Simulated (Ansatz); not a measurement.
**How the geometry moves the gap of SiO2 (Quartz)**

How far does the choice of cell move the gap? The case is SiO2 (Quartz).

Program: Ansatz 0.2.0. Level of theory: LDA, HSE06 and G0W0, plane waves, PAW. Results are calculated unless marked as measured.

## Step 1: The starting structure

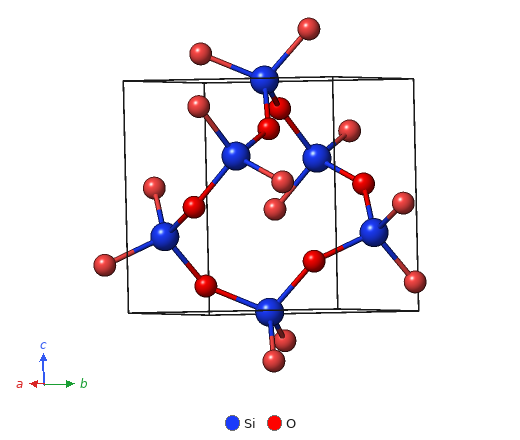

The cell as given, slightly off an axis (silicon blue, oxygen red). Some periodic images of atoms are drawn too.

The cell and positions come from the Crystallography Open Database and are kept as given unless a step says otherwise. The default PAW set here is soft_2. Its files were made with PBE.

## Step 2: LDA bands at the given cell

The cheap functional maps the bands first; the places of the edges decide which points the dearer methods must see.

This step: DFT, LDA, plane waves, PAW.

File input.yaml:

```yaml
crystal:
  lattice:
    - [4.9158, 0.0, 0.0]
    - [-2.4579, 4.2572076799, 0.0]
    - [0.0, 0.0, 5.4091]
  atoms:
    - { symbol: Si, position: [0.5303, 0.0, 0.3333333333] }
    - { symbol: Si, position: [0.0, 0.5303, 0.6666666667] }
    - { symbol: Si, position: [0.4697, 0.4697, 0.0] }
    - { symbol: O, position: [0.1462, 0.4142, 0.881] }
    - { symbol: O, position: [0.5858, 0.732, 0.2143333333] }
    - { symbol: O, position: [0.268, 0.8538, 0.5476666667] }
    - { symbol: O, position: [0.4142, 0.1462, 0.119] }
    - { symbol: O, position: [0.732, 0.5858, 0.7856666667] }
    - { symbol: O, position: [0.8538, 0.268, 0.4523333333] }
kpoints:
  mp_grid: { grid: [6, 6, 4] }
  band_path:
    path:
      - [[0.0, 0.0, 0.0], [0.5, 0.0, 0.0], [0.33333333, 0.33333333, 0.0], [0.0, 0.0, 0.0], [0.0, 0.0, 0.5], [0.5, 0.0, 0.5], [0.33333333, 0.33333333, 0.5], [0.0, 0.0, 0.5]]
      - [[0.5, 0.0, 0.5], [0.5, 0.0, 0.0]]
      - [[0.33333333, 0.33333333, 0.5], [0.33333333, 0.33333333, 0.0]]
    npoints: 10
hamiltonian:
  xc: lda
scf:
  occupations: { method: fermi_dirac, width: 0.02 }
  n_extra_bands: 7
output:
  eigenvalues: true
  forces: true
  stress: true
  write_density: true
  write_potential: true
  elf: true
  volumetric_format: npy
```

The run is started by

```
$ ansatz run input.yaml --threads 3 --pin off --max-ram 92160MiB --backend cuda --events-out ev --progress --plain --runs-dir out --devices 1 --max-vram 13GiB
```

Numbers of over 12 decimals in the logs are rounded to 6 here.

Log:

```text
scf.n_extra_bands = 7 over 24 filled bands (N_el = 48.0): the run solves 31 bands
GPUs: using 1 of 1 available (devices: 1).
Engine: ansatz 0.2.0, x86_64-unknown-linux-gnu
Pseudopotentials: kind: paw
Pseudopotential: Si, paw, valence charge 4, recommended cutoff 420 eV (normal), Si.paw.azcp
Pseudopotential: O, paw, valence charge 6, recommended cutoff 420 eV (normal), O.paw.azcp
Functional definition: SPW92
  exchange = slater_x
  correlation = pw_c
device memory: the entry about to start is reckoned to put 1.6 GiB on a device that reports 40.8 GiB free (of which the cap on the GPU budget leaves the run 13.0 GiB)
GPU FFT provider: cuFFT
GPU libraries: cuBLAS 13.8.2, cuFFT 12.4.0, cuSOLVER 12.3.4
Crystal: 9 atoms, lattice volume = 113.199 Å³
Basis set: ecut = 420 eV, 2209 PW (Γ)
Bands: 31, of which v1, the nominal top of the filled ones, is band 24 counted from 1 (23 counted from 0)
Symmetry: 6 space group operations
Space group: P3121 (ITA 152), of the structure as read, at distance tolerance 4.8e-5 Å
k-points: 24 of 144 (time reversal used)
Non-local potential: Si, projectors of the file, l = 0: 2, l = 1: 2, l = 2: 2
Non-local potential: O, projectors of the file, l = 0: 2, l = 1: 2, l = 2: 1
PAW form: soft (Blöchl's): semilocal exchange-correlation on the pseudo side does not see the compensation charge
PAW frozen core: Si, regenerated for the run's functional, and the local potential with it (the file was generated under x = pbe(κ = 0.804, μ = 0.219515), c = pbe(β = 0.066725))
PAW frozen core: O, regenerated for the run's functional, and the local potential with it (the file was generated under x = pbe(κ = 0.804, μ = 0.219515), c = pbe(β = 0.066725))
PAW one-centre angular grid: Si, 110 points (default); XC on 64 Gauss nodes
PAW one-centre angular grid: O, 110 points (default); XC on 64 Gauss nodes
Initial density: superposition of atomic densities (neutral atoms: chi_scale 0, normalization atom), corrected by the library's trained network
Initial wavefunctions: pseudopotential atomic-orbital guess
GPU buffer pool allocated for 51840 grid points (all kernels)
GPU transforms: local potential and band sums: pruned to the plane-wave sphere, on 36×36×40
Functional: x = slater, c = lda
SCF iter   1: F=—  HF=-5168.207073 eV  |F-HF|=—  |Δ(HF+E_count)|=         —  Δρ=1.38e-2  dr2=1.93e-1  ethr=1.77e-3  ⟨swp⟩=7.9  Hψ=4064  notcnv=0
preconditioner: auto → Resta (q_TF=auto, 2.365 Å⁻¹)  ε∞=3.2  [insulator: Δε(μ)=5.589 eV  Ē_g=16.144 eV  σ=0.020 eV  W_gap=1.00  n_scr=22 (ndim 8)  ℏωp=24.2 eV  f_vac=0.113  D(μ)=0.00/eV (n_scr^D=0)  ε∞_Penn≈3.2]
SCF iter   2: F=—  HF=-5168.152618 eV  |F-HF|=—  |Δ(HF+E_count)|=   5.45e-2  Δρ=3.54e-3  dr2=5.62e-3  ethr=4.03e-4  ⟨swp⟩=2.2  Hψ=1485  notcnv=0  defer=24
SCF iter   3: F=—  HF=-5168.151274 eV  |F-HF|=—  |Δ(HF+E_count)|=   1.34e-3  Δρ=1.72e-3  dr2=1.99e-3  ethr=1.17e-5  ⟨swp⟩=1.8  Hψ=825  notcnv=0  defer=24
SCF iter   4: F=—  HF=-5168.150758 eV  |F-HF|=—  |Δ(HF+E_count)|=   5.16e-4  Δρ=1.49e-4  dr2=3.50e-5  ethr=4.14e-6  ⟨swp⟩=2.0  Hψ=1150  notcnv=0  defer=24
SCF iter   5: F=—  HF=-5168.150843 eV  |F-HF|=—  |Δ(HF+E_count)|=   8.44e-5  Δρ=4.66e-5  dr2=1.51e-6  ethr=7.28e-8  ⟨swp⟩=3.0  Hψ=1296  notcnv=0  defer=24
SCF iter   6: F=-5168.150843 eV  HF=-5168.150843 eV  |F-HF|=2.51e-8  |Δ(HF+E_count)|=   1.62e-7  Δρ=5.93e-6  dr2=3.33e-8  ethr=2.08e-10  ⟨swp⟩=15.1  Hψ=6057  notcnv=0
SCF 1 converged in 6 iterations: F = -5168.150843 eV  dr2 = 3.33e-8
[...]
device memory: the entry about to start is reckoned to put 1.8 GiB on a device that reports 37.8 GiB free (of which the cap on the GPU budget leaves the run 13.0 GiB)
NSCF: frozen V_eff on 93 k-points
SCF converged after 6 iterations
Free energy (F): -5168.150843 eV
Harris-Foulkes:  -5168.150843 eV  (|F-HF|=2.51e-8)
Internal energy: -5168.150843 eV  (E = F + TS)
E sigma→0 (E₀):  -5168.150843 eV
Fermi energy:    5.088418 eV
--- Per-component energies (eV) ---
  E_band       = -219.879820
  E_kinetic    = 1202.099847
  E_local      = -2959.186396  (includes V_loc(G=0)·N_el)
  E_nonlocal   = 376.738716
  E_hartree    = 1052.129328
  E_xc         = -602.558545
  E_vxc        = -705.166335  (∫ρ·V_xc dr)
  E_paw        = -2349.249354  (= ΣΔE_a)
  E_vpaw       = -238.635944  (= ΣTr[D̂ρ^β])
  E_aug_tail   = 0.015944  (compensation charges beyond the density's cutoff)
  E_ewald      = -1888.974903
  E_core_change = 0.834521  (= ΣΔE_core)
  E_smearing   = -0.000000  (= −TS)
  E_closure    = -0.000000  (closes the sum)
  Σ components = -5168.150843   (vs F -5168.150843, Δ=0.00e0)
--- Forces (eV/Å), atoms counted from 1 ---
  atom   1  Si    -0.00595202    -0.00000000    -0.00000000
  atom   2  Si     0.00297601    -0.00515460     0.00000000
  atom   3  Si     0.00297601     0.00515460    -0.00000000
  atom   4  O     -0.01128619    -0.04492869     0.01724896
  atom   5  O      0.04455248     0.01269022     0.01724896
  atom   6  O     -0.03326629     0.03223847     0.01724896
  atom   7  O     -0.03326629    -0.03223847    -0.01724896
  atom   8  O     -0.01128619     0.04492869    -0.01724896
  atom   9  O      0.04455248    -0.01269022    -0.01724896
  max |Σ_I F_I| component: 3.82e-17 eV/Å
--- Stress (GPa, compression-positive) ---
       -0.426623       0.000000       0.000000
        0.000000      -0.426623       0.000000
        0.000000       0.000000      -0.483992
  P = ⅓ Tr σ = -0.4457 GPa (-4.457 kbar)
--- Band table (eV; the first three rows and the last of 24) ---
  k-point 0: bands = [... 20 lower, 1.1786, 1.5004, 1.8685, 1.8685, 7.9425, 11.2105, 11.2105, 11.6842, ... 3 higher]
  k-point 1: bands = [... 20 lower, 1.1005, 1.6552, 1.9661, 2.0978, 8.5411, 11.0665, 11.1197, 11.1710, ... 3 higher]
  k-point 2: bands = [... 20 lower, 0.9653, 1.9803, 1.9803, 2.1041, 9.8854, 9.8854, 10.8930, 11.6746, ... 3 higher]
  k-point 23: bands = [... 20 lower, 1.2425, 1.4177, 1.5954, 1.5954, 11.0661, 11.6831, 11.6831, 12.0188, ... 3 higher]
```

Wall time 14 s (1 × NVIDIA H100 80GB HBM3 (shared by 6 runs) with 3 threads of AMD EPYC 7R13 (Zen 3), shared host); peak memory 0.94 GiB; 13 s of CPU time.

This step gave:

```yaml
pressure: -0.4457 GPa
filled_bands: 24
gap: 5.749 eV
valence_top_at: K
conduction_bottom_at: Γ
least_direct_gap: 6.051 eV
```

The gap is indirect, with the least direct gap 0.30 eV higher.

## Step 3: Relaxing cell and ions

A relaxation at this level of theory: leftover forces would pass straight into the levels.

input.yaml, the sections that differ from step 2:

```yaml
kpoints:
  mp_grid: { grid: [6, 6, 4] }
scf:
  occupations: { method: fermi_dirac, width: 0.02 }
relax:
  f_tol: 0.01
  max_steps: 60
  cell: {}
# crystal, hamiltonian: as in step 2
# output: removed
```

Log:

```text
GPUs: using 1 of 1 available (devices: 1).
[...]
GPU FFT provider: cuFFT
GPU libraries: cuBLAS 13.8.2, cuFFT 12.4.0, cuSOLVER 12.3.4
Crystal: 9 atoms, lattice volume = 113.199 Å³
Basis set: ecut = 420 eV, 2209 PW (Γ)
Bands: 33, of which v1, the nominal top of the filled ones, is band 24 counted from 1 (23 counted from 0)
Symmetry: 6 space group operations
[...]
k-points: 24 of 144 (time reversal used)
[...]
GPU buffer pool allocated for 51840 grid points (all kernels)
[...]
SCF iter   1: F=—  HF=-5168.207245 eV  |F-HF|=—  |Δ(HF+E_count)|=         —  Δρ=1.38e-2  dr2=1.94e-1  ethr=1.77e-3  ⟨swp⟩=7.3  Hψ=4333  notcnv=0  defer=2
[...]
SCF iter   6: F=-5168.150843 eV  HF=-5168.150843 eV  |F-HF|=2.70e-8  |Δ(HF+E_count)|=   2.85e-7  Δρ=6.07e-6  dr2=3.38e-8  ethr=2.08e-10  ⟨swp⟩=4.6  Hψ=2691  notcnv=0
SCF 1 converged in 6 iterations: F = -5168.150843 eV  dr2 = 3.38e-8
[...]
relax step   1: F+E_penalty+E_count = -5168.15084273 eV  Δ(F+E_penalty+E_count) = +0.000e0 eV  max|allowed force component| = 4.492e-2 eV/Å  Δτ_max = 0.0000 Å  P = -0.446 GPa  Ω = 113.199 Å³  (6 SCF iters, dr2 threshold 1.00e-7 eV, accepted)
[...]
relax step   2: F+E_penalty+E_count = -5168.15358355 eV  Δ(F+E_penalty+E_count) = -2.741e-3 eV  max|allowed force component| = 4.703e-2 eV/Å  Δτ_max = 0.0028 Å  P = -0.188 GPa  Ω = 112.916 Å³  energy of the carried Pulay correction = +1.477e-3 eV  (4 SCF iters, dr2 threshold 5.84e-7 eV, accepted)
[...]
relax step   4: F+E_penalty+E_count = -5168.16636035 eV  Δ(F+E_penalty+E_count) = -3.306e-3 eV  max|allowed force component| = 6.358e-2 eV/Å  Δτ_max = 0.0308 Å  P = -1.151 GPa  Ω = 111.317 Å³  energy of the carried Pulay correction = +9.871e-3 eV  (6 SCF iters, dr2 threshold 3.89e-7 eV, accepted)
[...]
relax step   6: F+E_penalty+E_count = -5168.16036567 eV  Δ(F+E_penalty+E_count) = +1.232e-2 eV  max|allowed force component| = 4.141e-3 eV/Å  Δτ_max = 0.0000 Å  P = -0.169 GPa  Ω = 110.591 Å³  stress off target by 1.84e-1 GPa  SCF on the basis re-selected at this cell (its energy is not comparable with the rows above)  (5 SCF iters)
[...]
relax step   8: F+E_penalty+E_count = -5168.16034174 eV  Δ(F+E_penalty+E_count) = +2.678e-3 eV  max|allowed force component| = 1.134e-3 eV/Å  Δτ_max = 0.0000 Å  P = -0.033 GPa  Ω = 110.146 Å³  stress off target by 3.31e-2 GPa  SCF on the basis re-selected at this cell (its energy is not comparable with the rows above)  (5 SCF iters)
[...]
SCF converged after 5 iterations
Free energy (F): -5168.160342 eV
[...]
Internal energy: -5168.160342 eV  (E = F + TS)
E sigma→0 (E₀):  -5168.160342 eV
Fermi energy:    5.385863 eV
[...]
--- Forces (eV/Å), atoms counted from 1 ---
  atom   1  Si     0.00005385    -0.00000000     0.00000000
  atom   2  Si    -0.00002692     0.00004663    -0.00000000
  atom   3  Si    -0.00002692    -0.00004663     0.00000000
  atom   4  O     -0.00113439     0.00016923    -0.00019652
  atom   5  O      0.00042063    -0.00106703    -0.00019652
  atom   6  O      0.00071376     0.00089779    -0.00019652
  atom   7  O      0.00071376    -0.00089779     0.00019652
  atom   8  O     -0.00113439    -0.00016923     0.00019652
  atom   9  O      0.00042063     0.00106703     0.00019652
  max |Σ_I F_I| component: 4.73e-17 eV/Å
--- Stress (GPa, compression-positive) ---
       -0.033090       0.000000      -0.000000
        0.000000      -0.033090      -0.000000
       -0.000000      -0.000000      -0.031886
  P = ⅓ Tr σ = -0.0327 GPa (-0.327 kbar)
--- Band table (eV; the first three rows and the last of 24) ---
  k-point 0: bands = [... 20 lower, 1.4034, 1.6116, 2.1608, 2.1608, 8.2789, 11.5142, 11.5142, 12.1596, ... 5 higher]
  k-point 1: bands = [... 20 lower, 1.3138, 1.7865, 2.2581, 2.3423, 8.8926, 11.3604, 11.4829, 11.5568, ... 5 higher]
  k-point 2: bands = [... 20 lower, 1.1736, 2.1651, 2.1651, 2.3836, 10.2584, 10.2584, 11.2544, 11.9445, ... 5 higher]
  k-point 23: bands = [... 20 lower, 1.5090, 1.6983, 1.8734, 1.8734, 11.4191, 11.9667, 11.9667, 12.3277, ... 5 higher]
--- Relaxed structure (6 steps of the walk, 6 accepted, 2 SCFs on fresh bases) ---
  F+E_penalty+E_count = -5168.16034174 eV   max|allowed force component| = 1.134e-3 eV/Å   (the final SCF, on the basis selected at the relaxed cell)
  cell:  # Å, volume = 110.1455 Å³
    - [4.868161, 3.5259901756051204e-18, 0]
    - [-2.434081, 4.215951, 0]
    - [0, 0, 5.366689]
  atoms:
    - { symbol: Si, position: [0.535025, -2.1891011553009255e-19, 0.333333] }
    - { symbol: Si, position: [5.551115123125783e-17, 0.535025, 0.666667] }
    - { symbol: Si, position: [0.464975, 0.464975, 0] }
    - { symbol: O, position: [0.135482, 0.411233, 0.887587] }
    - { symbol: O, position: [0.588767, 0.724249, 0.220921] }
    - { symbol: O, position: [0.275751, 0.864518, 0.554254] }
    - { symbol: O, position: [0.411233, 0.135482, 0.112413] }
    - { symbol: O, position: [0.724249, 0.588767, 0.779079] }
    - { symbol: O, position: [0.864518, 0.275751, 0.445746] }
```

Elapsed: 13 s, on 1 × NVIDIA H100 80GB HBM3 (shared by 6 runs) with 3 threads; peak memory 0.94 GiB; 11 s of CPU time.

Relaxation path:

| step | energy less that of the first step (eV) | largest force component (eV/Å) | pressure (GPa) | volume (Å³) |
| --- | --- | --- | --- | --- |
| 1 | 0.0000 | 0.0449 | -0.45 | 113.20 |
| 2 | -0.0027 | 0.0470 | -0.19 | 112.92 |
| 3 | -0.0122 | 0.0368 | 0.31 | 111.79 |
| 4 | -0.0155 | 0.0636 | -1.15 | 111.32 |
| 5 | -0.0218 | 0.0041 | 0.02 | 110.59 |
| 6* | -0.0095 | 0.0041 | -0.17 | 110.59 |
| 7 | -0.0122 | 0.0012 | -0.01 | 110.15 |
| 8* | -0.0095 | 0.0011 | -0.03 | 110.15 |

Relaxation steps marked * repeat the geometry before them on a plane-wave basis chosen anew for their cell, so energy and pressure can jump there.

Forces are held to the 6 operations that the run works with; a distortion that breaks them can't arise in this run.

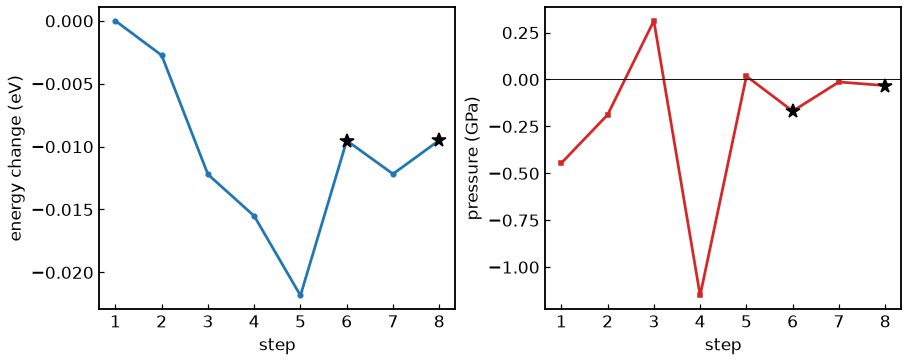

Energy and pressure along the relaxation. Stars mark steps on a basis chosen anew.

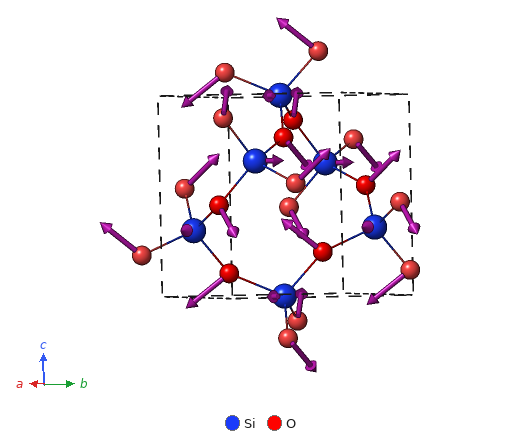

Displacements in the relaxation, exaggerated, measured against the changing cell; the longest in the cell stands for 0.06 Å. Some periodic images of atoms are drawn too.

| conventional cell, symmetrised | before | after | change |
| --- | --- | --- | --- |
| a (Å) | 4.916 | 4.868 | -1.0 % |
| b (Å) | 4.916 | 4.868 | -1.0 % |
| c (Å) | 5.409 | 5.367 | -0.8 % |
| volume (Å³/atom) | 12.58 | 12.24 | -2.7 % |

The atoms that moved most (Å, as changes of fractional coordinates times the final cell):

| atom | dx | dy | dz | length |
| --- | --- | --- | --- | --- |
| O5 | 0.033 | -0.033 | 0.035 | 0.059 |
| O8 | -0.045 | 0.013 | -0.035 | 0.059 |
| O7 | 0.012 | -0.045 | -0.035 | 0.059 |
| O4 | -0.045 | -0.013 | 0.035 | 0.059 |
| O6 | 0.012 | 0.045 | 0.035 | 0.059 |
| O9 | 0.033 | 0.033 | -0.035 | 0.059 |
| Si3 | -0.012 | -0.020 | 0.000 | 0.023 |
| Si2 | -0.012 | 0.020 | 0.000 | 0.023 |

## Step 4: LDA at the relaxed cell

File input.yaml:

```yaml
crystal:
  lattice:
    - [4.8681610559, 0.0, 0.0]
    - [-2.4340805279, 4.2159511441, 0.0]
    - [0.0, 0.0, 5.3666889588]
  atoms:
    - { symbol: Si, position: [0.5350254852, 0.0, 0.3333333333] }
    - { symbol: Si, position: [0.0, 0.5350254852, 0.6666666667] }
    - { symbol: Si, position: [0.4649745148, 0.4649745148, 0.0] }
    - { symbol: O, position: [0.1354822633, 0.4112330807, 0.8875873474] }
    - { symbol: O, position: [0.5887669193, 0.7242491826, 0.2209206808] }
    - { symbol: O, position: [0.2757508174, 0.8645177367, 0.5542540141] }
    - { symbol: O, position: [0.4112330807, 0.1354822633, 0.1124126526] }
    - { symbol: O, position: [0.7242491826, 0.5887669193, 0.7790793192] }
    - { symbol: O, position: [0.8645177367, 0.2757508174, 0.4457459859] }
kpoints:
  mp_grid: { grid: [6, 6, 4] }
  band_path:
    path:
      - [[0.0, 0.0, 0.0], [0.5, 0.0, 0.0], [0.33333333, 0.33333333, 0.0], [0.0, 0.0, 0.0], [0.0, 0.0, 0.5], [0.5, 0.0, 0.5], [0.33333333, 0.33333333, 0.5], [0.0, 0.0, 0.5]]
      - [[0.5, 0.0, 0.5], [0.5, 0.0, 0.0]]
      - [[0.33333333, 0.33333333, 0.5], [0.33333333, 0.33333333, 0.0]]
    npoints: 10
hamiltonian:
  xc: lda
scf:
  occupations: { method: fermi_dirac, width: 0.02 }
  n_extra_bands: 7
output:
  eigenvalues: true
  forces: true
  stress: true
```

Log:

```text
[...]
GPUs: using 1 of 1 available (devices: 1).
[...]
GPU FFT provider: cuFFT
GPU libraries: cuBLAS 13.8.2, cuFFT 12.4.0, cuSOLVER 12.3.4
Crystal: 9 atoms, lattice volume = 110.146 Å³
Basis set: ecut = 420 eV, 2171 PW (Γ)
Bands: 31, of which v1, the nominal top of the filled ones, is band 24 counted from 1 (23 counted from 0)
Symmetry: 6 space group operations
[...]
k-point 0: bands = [... 20 lower, 1.4034, 1.6116, 2.1608, 2.1608, 8.2789, 11.5143, 11.5143, 12.1596, ... 3 higher]
  k-point 1: bands = [... 20 lower, 1.3138, 1.7866, 2.2581, 2.3423, 8.8927, 11.3605, 11.4830, 11.5568, ... 3 higher]
  k-point 2: bands = [... 20 lower, 1.1736, 2.1652, 2.1652, 2.3836, 10.2584, 10.2584, 11.2545, 11.9445, ... 3 higher]
  k-point 23: bands = [... 20 lower, 1.5090, 1.6984, 1.8735, 1.8735, 11.4191, 11.9668, 11.9668, 12.3277, ... 3 higher]
[key lines of the parts left out:]
SCF converged after 6 iterations
Free energy (F): -5168.160342 eV
Fermi energy:    5.385884 eV
P = ⅓ Tr σ = -0.0329 GPa (-0.329 kbar)
```

Elapsed: 9.9 s, on 1 × NVIDIA H100 80GB HBM3 (shared by 6 runs) with 3 threads; peak memory 0.92 GiB.

Numbers from this step:

- pressure: -0.03288 GPa
- gap: 5.823 eV
- valence top at: K
- conduction bottom at: Γ
- least direct gap: 6.106 eV

The gap is indirect, with the least direct gap 0.28 eV higher.

## Step 5: HSE06 at the relaxed cell

HSE06 mixes in a quarter of exact exchange at short range. Exchange couples all pairs of k points, which makes a full band path dear, so levels are read on the mesh and at chosen points.

This step: DFT, HSE06, plane waves, PAW.

Changes to input.yaml since step 4:

```diff
@@ -19,10 +19,14 @@
     path:
-      - [[0.0, 0.0, 0.0], [0.5, 0.0, 0.0], [0.33333333, 0.33333333, 0.0], [0.0, 0.0, 0.0], [0.0, 0.0, 0.5], [0.5, 0.0, 0.5], [0.33333333, 0.33333333, 0.5], [0.0, 0.0, 0.5]]
-      - [[0.5, 0.0, 0.5], [0.5, 0.0, 0.0]]
-      - [[0.33333333, 0.33333333, 0.5], [0.33333333, 0.33333333, 0.0]]
-    npoints: 10
+      - [0.0, 0.0, 0.0]
+      - [0.5, 0.0, 0.0]
+      - [0.33333333, 0.33333333, 0.0]
+      - [0.0, 0.0, 0.5]
+      - [0.5, 0.0, 0.5]
+      - [0.33333333, 0.33333333, 0.5]
+      - [0.0, 0.0, 0.05]
+    npoints: 1
 hamiltonian:
-  xc: lda
+  xc: hse06
 scf:
-  occupations: { method: fermi_dirac, width: 0.02 }
+  occupations: { method: fixed }
   n_extra_bands: 7
@@ -30,3 +34,5 @@
   eigenvalues: true
-  forces: true
-  stress: true
+  write_density: true
+  write_potential: true
+  elf: true
+  volumetric_format: npy
```

Log:

```text
[...]
GPUs: using 1 of 1 available (devices: 1).
[...]
davidson cushion auto → on  (no smearing: the cushion is to keep the highest requested band from converging to the state above it; pin scf.eigensolver.cushion to override)
[...]
GPU FFT provider: cuFFT
GPU libraries: cuBLAS 13.8.2, cuFFT 12.4.0, cuSOLVER 12.3.4
Crystal: 9 atoms, lattice volume = 110.146 Å³
Basis set: ecut = 420 eV, 2171 PW (Γ)
[...]
Fermi energy:    1.455203 eV
[...]
--- Band table (eV; the first three rows and the last of 24) ---
  k-point 0: bands = [... 20 lower, 0.3553, 0.5644, 1.1577, 1.1577, 9.3667, 12.7714, 12.7714, 13.4566, ... 3 higher]
  k-point 1: bands = [... 20 lower, 0.2881, 0.7462, 1.2426, 1.3341, 9.9976, 12.6185, 12.7284, 12.8180, ... 3 higher]
  k-point 2: bands = [... 20 lower, 0.1517, 1.1400, 1.1400, 1.3704, 11.4319, 11.4319, 12.4902, 13.2474, ... 3 higher]
  k-point 23: bands = [... 20 lower, 0.4732, 0.6720, 0.8531, 0.8531, 12.7481, 13.2375, 13.2375, 13.6290, ... 3 higher]
[key lines of the parts left out:]
Free energy (F): -5323.214493 eV
```

The job ended after 47 s (1 × NVIDIA H100 80GB HBM3 (shared by 6 runs) with 3 threads; peak memory 1.6 GiB; 57 s of CPU time).

This step gave:

```
gap                  : 7.912 eV
valence top at       : K
conduction bottom at : Γ
least direct gap     : 8.195 eV
```

The gap stands +2.09 eV against LDA.

(Continued in part 2 of 2.)

[Paths, hosts, dates, memory and timing lines, banners, echoed tables and standing remarks are left out of the program output.]

[Logs are printed without paths, hosts, clocks, repeated set-up lines and the standing remarks that a program may print on its own settings, such as how far it seeks lower states.]

[Runs of the session that timed out or met a known fault of the program may be left out.]

[Cells called generated may have been cut or substituted from an entry of the Crystallography Open Database or the Materials Project.]

[Hosts, paths, dates, database ids (printed as entryN), source tags and the programs' standing remarks are cut or masked in the printed files.]
